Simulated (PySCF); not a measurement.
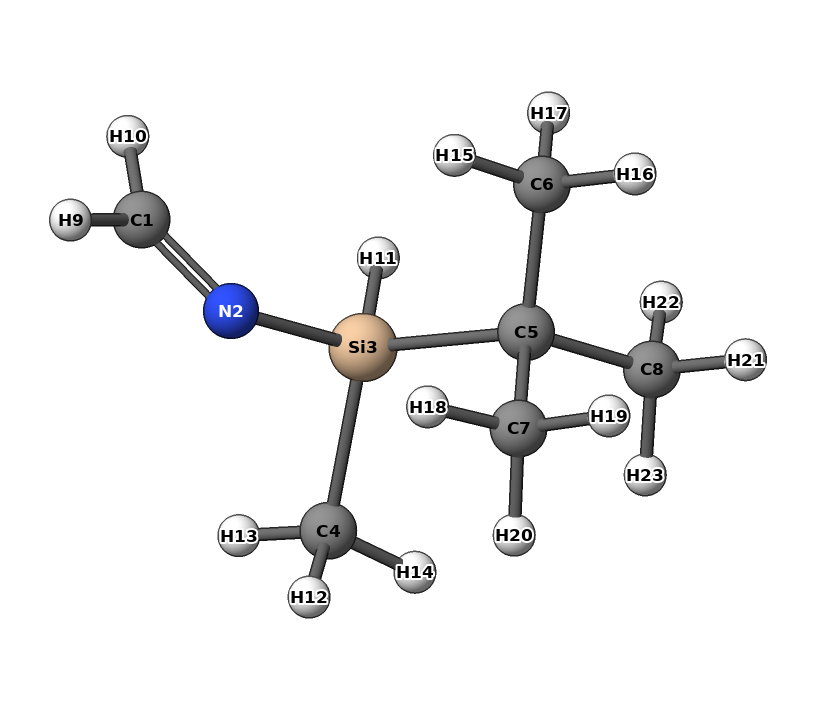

The questions are on isotropic NMR shieldings of the C atoms. The geometry was computed by an optimisation with GFN2-xTB. No frequency run is at hand to confirm it as a minimum. Level of theory: GIAO PBE0/pcSseg-1 NMR shielding, non-relativistic, gas phase (PySCF 2.14.0).

> Which C atom is the most shielded (lowest chemical shift)?

C4 (191.5 ppm).

> Which C atom is the least shielded (highest chemical shift)?

C1 (15.6 ppm).

> How wide is the range of C shifts?

175.9 ppm.

List the isotropic NMR shieldings of the C atoms.

```csv
atom,σ (ppm)
C1,15.6
C4,191.5
C5,166.0
C6,159.2
C7,159.2
C8,159.3
```

The geometry is semi-empirical. Around Si such bond lengths and angles can be off by a tenth of an ångström or more and by several degrees, and values that hang on the shape move with them.
